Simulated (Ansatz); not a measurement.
SiH4O and related structures: several calculations on one system

## 1. Relaxation

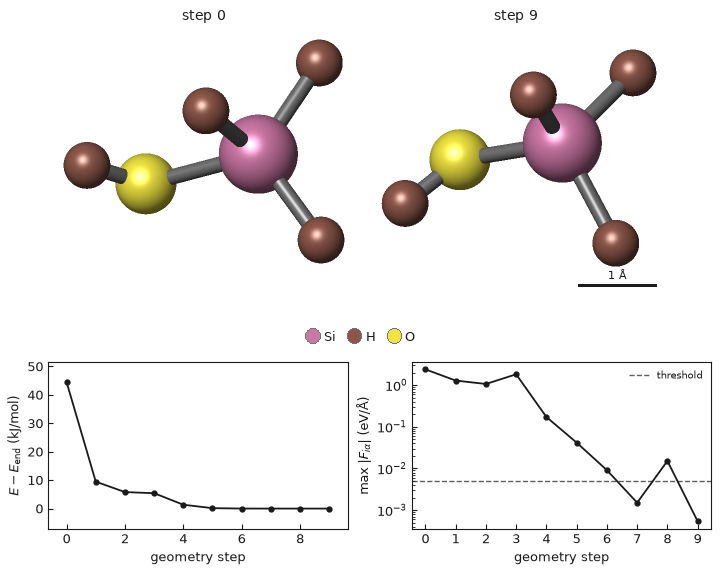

First and last geometry of a relaxation of SiH₄O, with the history of the run. A ball-and-stick model, seen at a tilt.

It is one of the separated products of a reaction.

Method: Ansatz 0.2.0, RKS PBE0-D4/def2-TZVP. Settings: force threshold 0.005 eV/Å; at most 200 steps.

Did the run converge, and what did it change?

Answer. It converged. Over 9 geometry steps the energy falls by 44.5 kJ/mol. The largest force component goes from 2.4 to 0.00054 eV/Å. The forces were under the threshold at step 7, but the run went on from there. An H atom moves most after the best rigid fit: 0.53 Å. By element the largest moves are H 0.53 Å, O 0.31 Å, Si 0.25 Å. Some distances before and after: O–Si 1.703 → 1.648 Å, H–Si 1.515 → 1.489 Å, H–Si 1.486 → 1.480 Å. Bond angles that change, for instance: H–Si–O 95.5° → 111.7°, H–Si–O 118.4° → 105.9°, H–Si–H 101.6° → 109.9°. Groups turn about O–Si by about 60°.

| step | E − E(0), kJ/mol | largest force component, eV/Å |
| --- | --- | --- |
| 0 | 0.00 | 2.3940 |
| 1 | -35.06 | 1.2890 |
| 2 | -38.73 | 1.0660 |
| 3 | -39.12 | 1.8210 |
| 4 | -43.18 | 0.1719 |
| 5 | -44.39 | 0.0418 |
| 6 | -44.53 | 0.0091 |
| 7 | -44.54 | 0.0015 |
| 8 | -44.54 | 0.0152 |
| 9 | -44.54 | 0.0005 |

## 2. Relaxation

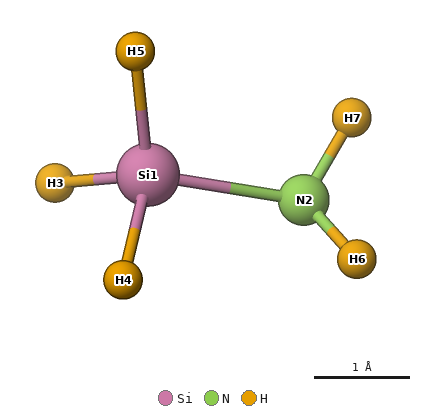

This is the input geometry for a relaxation of SiNH$_{5}$. The picture is a ball-and-stick view, seen from a free direction.

It is one of the separated reactants of a reaction.

Theory: Ansatz 0.2.0, RKS PBE0-D4/def2-TZVP.

The input:
```yaml
crystal:
  periodic: [false, false, false]
  atoms:
    - {symbol: Si, position_ang: [-1.430734, -0.161176, -0.071004]}
    - {symbol: N, position_ang: [-0.024611, -0.981306, 0.607381]}
    - {symbol: H, position_ang: [-1.112541, 0.420691, -1.392979]}
    - {symbol: H, position_ang: [-2.462928, -1.217552, -0.249727]}
    - {symbol: H, position_ang: [-1.957941, 0.885212, 0.838248]}
    - {symbol: H, position_ang: [-0.218248, -1.888693, 1.009182]}
    - {symbol: H, position_ang: [0.467782, -0.410270, 1.285550]}
basis:
  gaussian: {orbitals: def2-TZVP}
hamiltonian: {xc: pbe0, dispersion: d4}
relax: {f_tol: 0.005, max_steps: 200}
```

What does the optimiser find from here?

Answer. Over 7 accepted moves (8 points after the start) the energy falls by 1.69 kcal/mol. The largest force component goes from 0.87 to 0.0018 eV/Å. The line search rejected the trial step at point 6 of the run. H7 moves most after the best rigid fit: 0.54 Å. Largest moves by element: H 0.54 Å, N 0.12 Å, Si 0.06 Å. Some distances before and after: Si1–N2 1.764 → 1.720 Å, Si1–H3 1.479 → 1.486 Å. Among the angles between lasting bonds that change: Si1–N2–H7 112.5° → 119.7°, Si1–N2–H6 114.7° → 119.6°, N2–Si1–H5 112.1° → 116.0°. Groups turn about Si1–N2 by about 40°.

Final geometry:

```xyz
7

Si   -1.4645   -0.1984   -0.0332
N    -0.1236   -1.0250    0.6579
H    -0.9792    0.5419   -1.2265
H    -2.4737   -1.2153   -0.4266
H    -2.1509    0.7897    0.8528
H    -0.2808   -1.7205    1.3694
H     0.7335   -0.5256    0.8327
```

After the run, drawn alike:

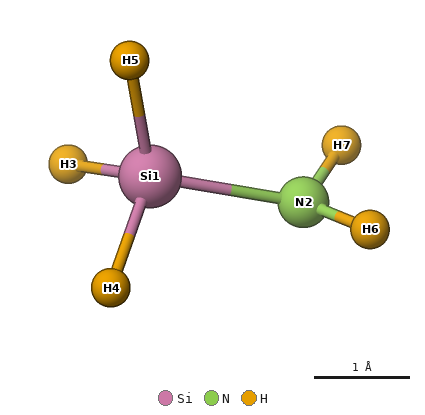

## 3. Reaction

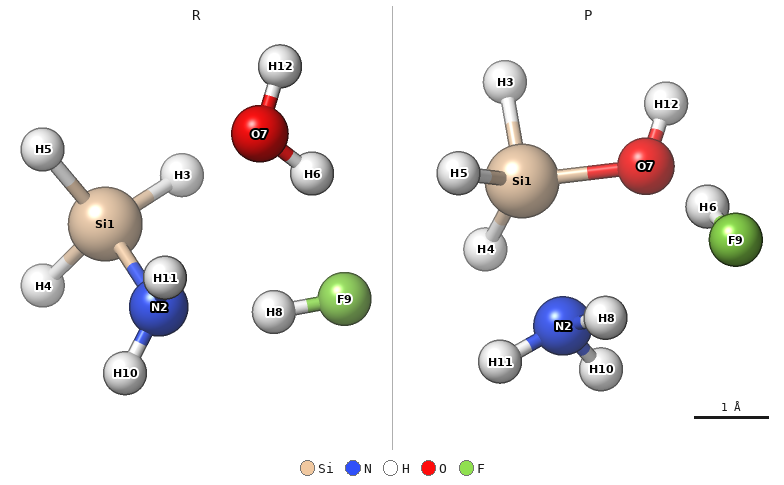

Reactant (R) and product (P) of one elementary step of SiNH8OF. Style: ball-and-stick. Shown at a tilt.

Stationary points at PBE0-D4/def2-TZVP, single-point energies with CCSD(T)/CBS, PBE0-D4, PBE-QIDH, RPA@PBE, r2SCAN-D4, PBE-D4 (def2-TZVPP where no basis is named; Ansatz 0.2.0). The energies are electronic, without zero-point or thermal terms, and both ends are the minima reached downhill from the saddle, with any fragments still in contact. CCSD(T)/CBS stands for a frozen-core estimate: MP2 correlation extrapolated from def2-TZVPP and def2-QZVPP, CCSD(T) minus MP2 from the smaller set.

> Predict the saddle point between them and the barrier.

Counted by bonded pieces, R holds HF + H₂O + SiH₅N and P holds HF + NH₃ + SiH₄O. From R over the saddle to P, bonds form: Si1–O7 (3.08 → 2.05 → 1.70 Å), N2–H8 (1.60 → 1.13 → 1.02 Å), H6–F9 (1.92 → 1.31 → 0.96 Å). Bonds break: Si1–N2 (1.76 → 1.87 → 2.26 Å), H6–O7 (0.97 → 1.07 → 1.56 Å), H8–F9 (0.98 → 1.32 → 2.09 Å). The saddle has one imaginary mode, 285i cm⁻¹. With CCSD(T)/CBS the barrier is 0.55 eV from R and 0.85 eV from P, and P lies 0.29 eV below R.

```csv
level,barrier from R (eV),barrier from P (eV),P less R (eV)
CCSD(T)/CBS,0.55,0.85,−0.29
PBE0-D4,0.41,0.72,−0.31
PBE-QIDH,0.47,0.80,−0.33
RPA@PBE,0.55,0.85,−0.31
r2SCAN-D4,0.39,0.70,−0.32
PBE-D4,0.31,0.60,−0.28
```

Against CCSD(T)/CBS, RPA@PBE comes closest on the barrier from R (−0.01 eV) and PBE-D4 misses most (−0.24 eV).

The saddle point in the same view, with dashed sticks for the bonds that form or break:

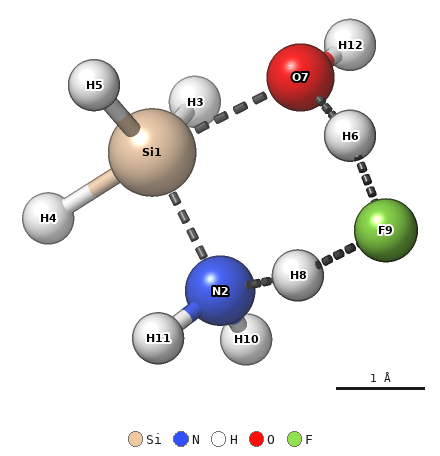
